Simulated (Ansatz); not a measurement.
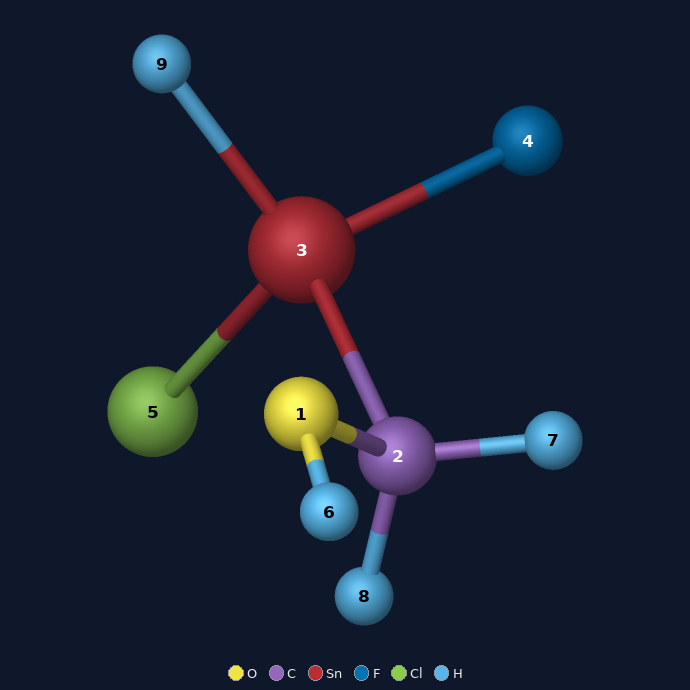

Numbered structure. The geometry was computed by an optimisation with PBE-D4/def2-SVP. No frequency run is at hand to confirm it as a minimum.

Q: What is the geometry at Sn3?

A: Sn3 has 4 neighbours (C2 at 2.18, F4 at 1.96, Cl5 at 2.37, H9 at 1.73 Å); the arrangement is tetrahedral.

Q: How are the neighbours of atom 1 arranged?

A: O1 has 2 neighbours (C2 at 1.41, H6 at 0.98 Å); the arrangement is bent.

Q: Describe the coordination of atom 2.

A: C2 has 4 neighbours (O1 at 1.41, Sn3 at 2.18, H7 at 1.12, H8 at 1.12 Å); the arrangement is tetrahedral.

Q: What is the dihedral angle O1–C2–Sn3–Cl5?

A: 118° in size, that is anticlinal.
